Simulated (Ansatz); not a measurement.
Complex (SMILES): O (H2O) with FCl (F-Cl), atoms 1 to 3 the first; geometry from NCB31 set, monomers rigid:
```xyz
5

O      2.2398     0.0000    -0.0882
H      2.6009     0.7620     0.3771
H      2.6011    -0.7617     0.3772
Cl    -0.3159    -0.0001    -0.0169
F     -1.9723     0.0001     0.0266
```

Basis-set convergence of the counterpoise-corrected interaction energy at PBE with Ansatz (a quantum-chemistry and plane-wave program). Cartesian d functions, on some or all atoms, in 6-31G**, 6-31+G*, 6-311G**; all else is spherical. No added dispersion term, no relativity. Functions are those of the species that has most. Reference: the value in aug-pcseg-3, -6.93 kcal/mol. Deviations are taken from unrounded values.

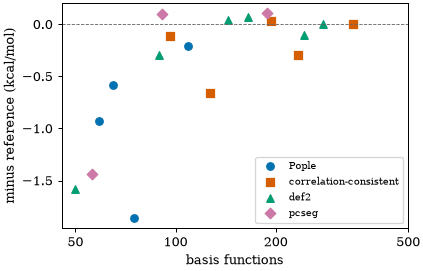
*Deviation from the reference against the number of basis functions, by family of sets.*

```json
[
 {"basis": "def2-SV(P)", "functions": "50", "counterpoise-corrected interaction energy (kcal/mol)": "-8.51", "minus reference (kcal/mol)": "-1.58"},
 {"basis": "pcseg-1", "functions": "56", "counterpoise-corrected interaction energy (kcal/mol)": "-8.36", "minus reference (kcal/mol)": "-1.44"},
 {"basis": "6-31G**", "functions": "59", "counterpoise-corrected interaction energy (kcal/mol)": "-7.85", "minus reference (kcal/mol)": "-0.93"},
 {"basis": "6-31+G*", "functions": "65", "counterpoise-corrected interaction energy (kcal/mol)": "-7.51", "minus reference (kcal/mol)": "-0.58"},
 {"basis": "6-311G**", "functions": "75", "counterpoise-corrected interaction energy (kcal/mol)": "-8.78", "minus reference (kcal/mol)": "-1.86"},
 {"basis": "def2-SVPD", "functions": "89", "counterpoise-corrected interaction energy (kcal/mol)": "-7.22", "minus reference (kcal/mol)": "-0.30"},
 {"basis": "aug-pcseg-1", "functions": "91", "counterpoise-corrected interaction energy (kcal/mol)": "-6.83", "minus reference (kcal/mol)": "0.10"},
 {"basis": "aug-cc-pV(D+d)Z", "functions": "96", "counterpoise-corrected interaction energy (kcal/mol)": "-7.04", "minus reference (kcal/mol)": "-0.12"},
 {"basis": "6-311++G(2d,2p)", "functions": "109", "counterpoise-corrected interaction energy (kcal/mol)": "-7.14", "minus reference (kcal/mol)": "-0.21"},
 {"basis": "cc-pV(T+d)Z", "functions": "127", "counterpoise-corrected interaction energy (kcal/mol)": "-7.58", "minus reference (kcal/mol)": "-0.66"},
 {"basis": "def2-TZVPD", "functions": "144", "counterpoise-corrected interaction energy (kcal/mol)": "-6.89", "minus reference (kcal/mol)": "0.04"},
 {"basis": "def2-TZVPPD", "functions": "165", "counterpoise-corrected interaction energy (kcal/mol)": "-6.86", "minus reference (kcal/mol)": "0.07"},
 {"basis": "aug-pcseg-2", "functions": "188", "counterpoise-corrected interaction energy (kcal/mol)": "-6.82", "minus reference (kcal/mol)": "0.10"},
 {"basis": "aug-cc-pV(T+d)Z", "functions": "193", "counterpoise-corrected interaction energy (kcal/mol)": "-6.89", "minus reference (kcal/mol)": "0.03"},
 {"basis": "cc-pV(Q+d)Z", "functions": "234", "counterpoise-corrected interaction energy (kcal/mol)": "-7.23", "minus reference (kcal/mol)": "-0.30"},
 {"basis": "def2-QZVPP", "functions": "244", "counterpoise-corrected interaction energy (kcal/mol)": "-7.02", "minus reference (kcal/mol)": "-0.10"},
 {"basis": "def2-QZVPPD", "functions": "277", "counterpoise-corrected interaction energy (kcal/mol)": "-6.92", "minus reference (kcal/mol)": "0.01"},
 {"basis": "aug-cc-pV(Q+d)Z", "functions": "341", "counterpoise-corrected interaction energy (kcal/mol)": "-6.92", "minus reference (kcal/mol)": "0.00"}
]
```
